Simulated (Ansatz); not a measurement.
# CH3Al (SMILES C[Al]): RPA@wB97/x2c-TZVPPall (sfX2C, start density atoms)

What is the vertical electron affinity of CH3Al at RPA@wB97/x2c-TZVPPall (sfX2C, start density atoms)? 

Program for the calculation: Ansatz 0.2.0.

10 further runs of the same task are left out: 1 for a known fault of the program, 1 that didn't finish, 8 set aside as unsound or not needed. Runs told in other sessions of the task aren't counted.

## 1. The structure to begin with

CH3Al: 5 atoms, total charge 0, spin state singlet. As SMILES, `C[Al]`. The coordinates come from a PBE0-D4/def2-TZVP relaxation.

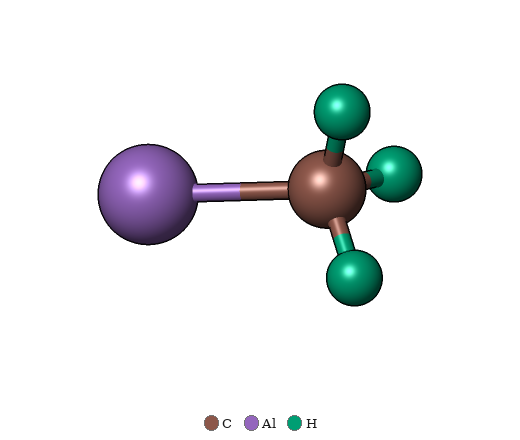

The structure, seen from a chosen angle (carbon brown, aluminium purple, hydrogen teal).

## 2. A single-point energy at RPA@wB97/x2c-TZVPPall (sfX2C, start density atoms)

Contents of run.yaml:

```yaml
basis:
  gaussian:
    orbitals: x2c-TZVPPall
crystal:
  periodic: [false, false, false]
  atoms:
    - {symbol: C, position_ang: [-0.131220, -0.057510, 0.054000]}
    - {symbol: Al, position_ang: [1.572690, 0.689240, -0.647230]}
    - {symbol: H, position_ang: [-0.230740, -1.127460, -0.171770]}
    - {symbol: H, position_ang: [-0.205100, 0.049890, 1.144270]}
    - {symbol: H, position_ang: [-1.005630, 0.445840, -0.379270]}
hamiltonian:
  xc: {name: wB97}
correlation:
  method: rpa
  frozen_orbitals: {Al: 5, C: 1, H: 0}
output:
  orbitals: {seedname: orbitals}
```

On the command line:

```
$ ansatz run run.yaml --threads 1 --pin off --max-ram 3480MiB --events-out events.jsonl --progress --plain --runs-dir runs
```

The program printed:

```text
Warning: RAYON_NUM_THREADS=1 ignored (pool sized by the plan → 1); use --threads N
Functional definition: wB97
  name "wB97"
  parameter omega = 0.4/bohr
  parameter cx1 = 1.13116
  parameter cx2 = -2.74915
  parameter cx3 = 12.0900
  parameter cx4 = -5.71642
  parameter css1 = -2.55352
  parameter css2 = 11.8926
  parameter css3 = -26.9452
  parameter css4 = 17.0927
  parameter cos1 = 3.99051
  parameter cos2 = -17.0066
  parameter cos3 = 1.07292
  parameter cos4 = 8.88211
  exchange = spin_sum(e_x_unif_sr(omega)*poly(b97_u_x, 1, cx1, cx2, cx3, cx4)) + exact_x_lr(omega)
  correlation = spin_sum(e_c_pw_same_spin*poly(b97_u_same, 1, css1, css2, css3, css4))
      + integral(e_c_pw_opposite_spin*poly(b97_u_opposite, 1, cos1, cos2, cos3, cos4))
659 factors; integrals over basis functions are off by at most 8.3e-4 eV
225 factors; integrals over basis functions are off by at most 3.6e-5 eV
mean field evaluation 1: about -7690.4194 eV, gradient 3.9e1 eV
mean field evaluation 2: about -7690.4181 eV, gradient 3.9e1 eV
mean field evaluation 4: about -7694.2584 eV, gradient 1.7e0 eV
mean field evaluation 8: about -7694.2827 eV, gradient 1.5e-1 eV
mean field evaluation 16: about -7694.2829 eV, gradient 9.9e-6 eV
mean field -7694.28287578 eV, -282.7596803126 hartree, gradient 9.8e-6 eV, S^2 0.000000; 0 other end points of the search recorded, 0 dependent functions left out
6 core orbitals not correlated: weight in the atoms' cores, before any rotation towards them, 1.000 or more for the frozen orbitals, at most 0.000 for the correlated occupied ones
reference -7672.58542247 eV, -281.9623136106 hartree; 5, 5 occupied and 104, 104 virtual orbitals, 659 factors
Total energy: -7681.79219037 eV, -282.3006560904 hartree
Relativity: scalar
```

Wall time 7.2 s (1 thread of Arm Neoverse V2, shared host).

## 3. The doublet anion, same level

Changes to run.yaml since step 2:

```diff
@@ -11,2 +11,6 @@
     - {symbol: H, position_ang: [-1.005630, 0.445840, -0.379270]}
+total_charge: -1
+magnetization:
+  spin_polarized: false
+  initial_magnetization: 1
 hamiltonian:
```

On the command line:

```
$ ansatz run run.yaml --threads 1 --pin off --max-ram 3480MiB --events-out events.jsonl --progress --plain --runs-dir runs
```

The program printed (excerpt; [...] marks lines left out):

```text
Warning: RAYON_NUM_THREADS=1 ignored (pool sized by the plan → 1); use --threads N
Functional definition: wB97
  name "wB97"
[...]
      + integral(e_c_pw_opposite_spin*poly(b97_u_opposite, 1, cos1, cos2, cos3, cos4))
659 factors; integrals over basis functions are off by at most 8.3e-4 eV
225 factors; integrals over basis functions are off by at most 3.6e-5 eV
[...]
mean field -7693.72992821 eV, -282.7393598643 hartree, gradient 8.8e-11 eV, S^2 0.750000; 2 other end points of the search recorded, 0 dependent functions left out
[...]
6 core orbitals not correlated: weight in the atoms' cores, before any rotation towards them, 1.000 or more for the frozen orbitals, at most 0.000 for the correlated occupied ones
reference -7671.64988679 eV, -281.9279333084 hartree; 6, 5 occupied and 103, 104 virtual orbitals, 659 factors
Total energy: -7681.33233846 eV, -282.2837568445 hartree
Relativity: scalar
```

It took 2.3 min on 1 thread of Arm Neoverse V2, shared host; peak memory 0.27 GiB.

## 4. Summary of results

At RPA@wB97/x2c-TZVPPall (sfX2C, start density atoms), 6 core orbitals frozen:

| quantity | value |
| --- | --- |
| singlet CH3Al: total energy | -282.30066 Eh |
| singlet CH3Al: HOMO energy (wB97 Kohn–Sham orbitals) | -7.83 eV |
| singlet CH3Al: LUMO energy (wB97 Kohn–Sham orbitals) | 0.68 eV |
| singlet CH3Al: HOMO–LUMO gap (wB97 Kohn–Sham orbitals) | 8.51 eV |
| singlet CH3Al: RPA correlation energy (valence) | -338.3 mEh |
| doublet anion: total energy | -282.28376 Eh |
| doublet anion: RPA correlation energy (valence) | -355.8 mEh |
| doublet anion: ⟨S²⟩ of the reference determinant | 0.750 |
| vertical electron affinity (to the doublet anion) | -0.460 eV |

The anion lies 0.46 eV (10.6 kcal/mol) above the neutral: the electron isn't bound at this level, and such a value depends on the basis. Without diffuse functions anions come out too high. The HOMO (doublet anion) lies at positive energy, 3.33 eV: the electron is unbound at this level or held by a compact basis; values depend on the basis.
